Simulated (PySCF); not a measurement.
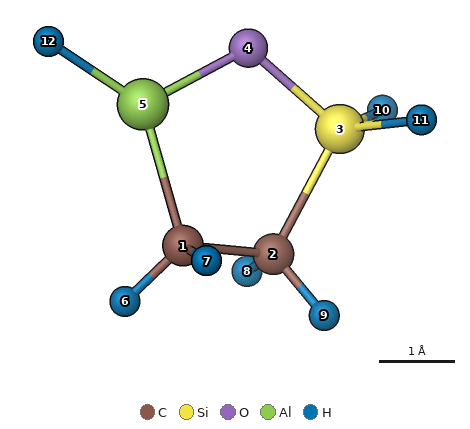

Fig. 1: The structure (ball-and-stick view, seen at a tilt; atoms are numbered from 1 in the order of the input). Sticks mark near contacts.

C$_{2}$H$_{7}$AlOSi: core-level calculation

- system: C$_{2}$H$_{7}$AlOSi
- method: delta-SCF UKS B3LYP, pcX-2 on the ionised atom, pcseg-1 elsewhere, spin-free X2C (PySCF 2.14.0)

Figures and captions count atoms from 1; the log counts them from 0 in places.

Log:
```
ground state, core basis on atom 0 (C), 144 functions
  cycle   1  E = -688.53310445  |g| = 8.95e-01
  cycle   2  E = -687.94667599  |g| = 1.86e+00
  cycle   3  E = -688.69114474  |g| = 2.12e-01
  cycle   4  E = -688.69946950  |g| = 1.07e-01
  cycle   5  E = -688.70238942  |g| = 1.43e-02
  cycle   6  E = -688.70245132  |g| = 2.52e-03
  cycle   7  E = -688.70245241  |g| = 4.59e-04
  E(ground) = -688.70195155 Eh
hole in C 1s of atom 0
  cycle   1  E = -677.47291838  |g| = 1.52e+00
  cycle   2  E = -676.87204362  |g| = 1.80e+00
  cycle   3  E = -678.01369109  |g| = 2.84e-01
[... 6 cycles left out ...]
  E(ion) = -678.04658603 Eh   <S^2> = 0.7606   hole on atom = 1.000   binding energy = 289.947 eV
ground state, core basis on atom 1 (C), 144 functions
[... 5 cycles left out ...]
  E(ground) = -688.70166155 Eh
hole in C 1s of atom 1
[... 9 cycles left out ...]
  E(ion) = -678.03874524 Eh   <S^2> = 0.7605   hole on atom = 1.000   binding energy = 290.153 eV
ground state, core basis on atom 2 (Si), 155 functions
[... 6 cycles left out ...]
  E(ground) = -688.77508735 Eh
hole in Si 1s of atom 2
[... 9 cycles left out ...]
  E(ion) = -620.95708363 Eh   <S^2> = 0.7517   hole on atom = 1.000   binding energy = 1845.422 eV
hole in Si 2p of atom 2
[... 8 cycles left out ...]
  E(ion) = -684.83986586 Eh   <S^2> = 0.7519   hole on atom = 1.002   binding energy = 107.083 eV
  2p3/2 = 106.845 eV   2p1/2 = 107.465 eV
ground state, core basis on atom 3 (O), 144 functions
[... 6 cycles left out ...]
  E(ground) = -688.73316717 Eh
hole in O 1s of atom 3
[... 8 cycles left out ...]
  E(ion) = -669.00859589 Eh   <S^2> = 0.7571   hole on atom = 1.000   binding energy = 536.733 eV
ground state, core basis on atom 4 (Al), 155 functions
[... 6 cycles left out ...]
  E(ground) = -688.74838415 Eh
hole in Al 1s of atom 4
[... 9 cycles left out ...]
  cycle  10  E = -631.20157495  |g| = 2.31e-04
  E(ion) = -631.20135678 Eh   <S^2> = 0.7518   hole on atom = 1.000   binding energy = 1565.934 eV
hole in Al 2p of atom 4
  cycle   1  E = -685.50557462  |g| = 1.08e+00
  cycle   2  E = -685.40643777  |g| = 9.51e-01
  cycle   3  E = -685.72261689  |g| = 3.26e-01
  cycle   4  E = -685.76657751  |g| = 1.53e-01
  cycle   5  E = -685.77519165  |g| = 4.10e-02
  cycle   6  E = -685.77600837  |g| = 1.36e-02
  cycle   7  E = -685.77611239  |g| = 2.93e-03
  cycle   8  E = -685.77611829  |g| = 5.21e-04
  cycle   9  E = -685.77611708  |g| = 2.92e-04
  E(ion) = -685.77590534 Eh   <S^2> = 0.7525   hole on atom = 1.003   binding energy = 80.885 eV
  2p3/2 = 80.590 eV   2p1/2 = 81.049 eV
```

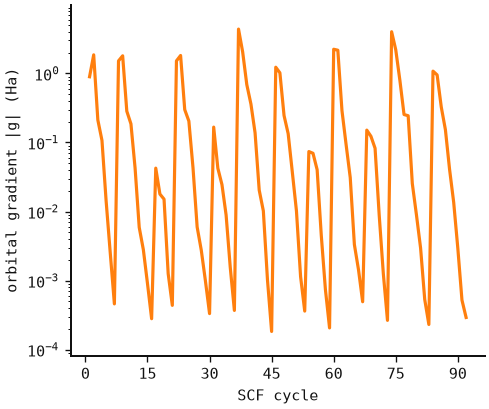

Fig. 2: Convergence of the self-consistent field: orbital gradient |g| against the SCF cycle. All cycles printed in the log are drawn one after another.

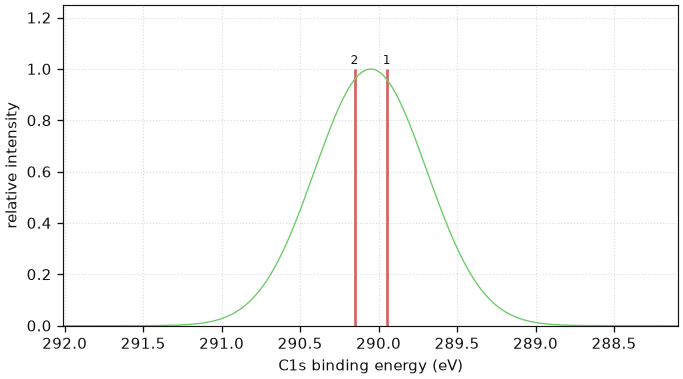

Fig. 3: C1s binding energies by ΔSCF of the atoms computed, labelled by atom number, with a Gaussian envelope of 0.8 eV full width. They run from 289.95 eV (atom 1) to 290.15 eV (atom 2).

This output came from the following input.

Input:
```
{"job": {"kind": "xps", "xc": "B3LYP"}, "charge": 0, "multiplicity": 1}
C     -1.294767     0.143195    -0.065593
C     -0.296166    -1.030095    -0.231085
Si     1.436666    -0.481243     0.338349
O      1.394280     1.173651     0.087456
Al    -0.201531     1.777572    -0.204513
H     -2.158518     0.059738    -0.744962
H     -1.725328     0.137043     0.954680
H     -0.205473    -1.290991    -1.300780
H     -0.634196    -1.951202     0.273943
H      2.523973    -1.115964    -0.466192
H      1.673794    -0.777505     1.786819
H     -0.473992     3.317476    -0.435237
```

The first line tells a small driver script what to run in PySCF; the rest is the geometry in Å.

Command:
```bash
OMP_NUM_THREADS=1 python <driver script> task.json out
```

Results in brief:

- outcome: converged
- hardware: 1 CPU thread, shared host
- wall time: 58 s
- peak memory: 0.64 GiB
